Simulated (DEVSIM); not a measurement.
Structure: illuminated Si p-on-n cell, one wavelength, at 350 K.

| layer (left to right) | material | thickness (μm) | Nd (cm⁻³) | Na (cm⁻³) | τn (s) | τp (s) | absorption coefficient (cm⁻¹) |
|---|---|---|---|---|---|---|---|
| 1 | Si | 0.420 | - | 2.8e18 | 2.3e-6 | 7.3e-8 | 130 |
| 2 | Si | 170 | 3.1e15 | - | 2.5e-6 | 2.5e-6 | 130 |

Left contact: ohmic, minority electron recombination velocity 2000 cm/s. Right contact: ohmic, minority hole recombination velocity 3e5 cm/s. Voltage is applied to the left contact. Recombination: SRH at mid-gap, radiative, Auger. Light enters at the left, 7.2e15 photons cm⁻² s⁻¹, one pass, no reflection. Mobility is μmin + (μ − μmin)/(1 + (N/Nref)^α).

This is a model device: material constants are rounded textbook-type values typed into the input, and sizes, dopings and lifetimes were drawn at random. Values at 300 K; Nc and Nv go as T^1.5, mobilities as T to minus their exponent, the gap by Varshni's rule with the affinity fixed.

```csv
parameter,Si
gap (eV),1.124
affinity (eV),4.05
permittivity,11.7
Nc (cm⁻³),2.86e19
Nv (cm⁻³),3.1e19
μn (cm²/Vs),1417
μp (cm²/Vs),470
"μn,min",52
"μp,min",45
"Nref,n",9.7e16
"Nref,p",2.2e17
αn,0.68
αp,0.72
T exponent of μn,2.3
T exponent of μp,2.2
B (cm³/s),4.7e-15
Cn (cm⁶/s),2.8e-31
Cp (cm⁶/s),9.9e-32
Varshni α (eV/K),0.000473
Varshni β (K),636
```

Simulated with DEVSIM: 1D drift-diffusion, Boltzmann statistics, complete ionisation; no tunnelling, impact ionisation, image-force lowering or self-heating.

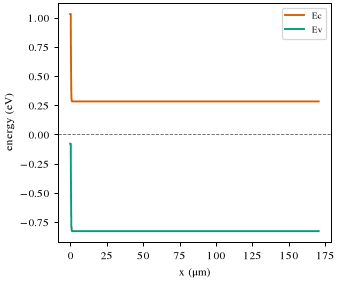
*Band edges at zero bias, in the dark*

Energies count from the Fermi level of the right contact; mesh points crowd at the junctions.

| x (μm) | Ec (eV) | Ev (eV) | n (cm⁻³) | p (cm⁻³) | field (V/cm) |
|---|---|---|---|---|---|
| 0.000 | 1.031 | -0.079 | 51000 | 2.8e18 | ≈ 0 |
| 0.03518 | 1.031 | -0.079 | 51000 | 2.8e18 | ≈ 0 |
| 0.1158 | 1.031 | -0.079 | 51000 | 2.8e18 | ≈ 0 |
| 0.2629 | 1.031 | -0.079 | 51000 | 2.8e18 | ≈ 0 |
| 0.3870 | 1.031 | -0.079 | 51000 | 2.8e18 | ≈ 0 |
| 0.4200 | 1.000 | -0.111 | 140000 | 1.0e18 | -100000 |
| 0.4549 | 0.862 | -0.248 | 1.4e7 | 1.0e16 | -25000 |
| 0.6048 | 0.570 | -0.541 | 2.2e11 | 6.4e11 | -16000 |
| 0.9084 | 0.306 | -0.805 | 1.4e15 | 1.0e8 | -2700 |
| 1.706 | 0.282 | -0.828 | 3.1e15 | 4.6e7 | ≈ 0 |
| 3.745 | 0.282 | -0.828 | 3.1e15 | 4.6e7 | ≈ 0 |
| 11.79 | 0.282 | -0.828 | 3.1e15 | 4.6e7 | ≈ 0 |
| 29.52 | 0.282 | -0.828 | 3.1e15 | 4.6e7 | ≈ 0 |
| 74.85 | 0.282 | -0.828 | 3.1e15 | 4.6e7 | ≈ 0 |
| 141.0 | 0.282 | -0.828 | 3.1e15 | 4.6e7 | ≈ 0 |
| 158.9 | 0.282 | -0.828 | 3.1e15 | 4.6e7 | ≈ 0 |
| 165.9 | 0.282 | -0.828 | 3.1e15 | 4.6e7 | ≈ 0 |
| 168.7 | 0.282 | -0.828 | 3.1e15 | 4.6e7 | ≈ 0 |
| 169.9 | 0.282 | -0.828 | 3.1e15 | 4.6e7 | ≈ 0 |
| 170.2 | 0.282 | -0.828 | 3.1e15 | 4.6e7 | ≈ 0 |
| 170.4 | 0.282 | -0.828 | 3.1e15 | 4.6e7 | ≈ 0 |
| 170.4 | 0.282 | -0.828 | 3.1e15 | 4.6e7 | ≈ 0 |
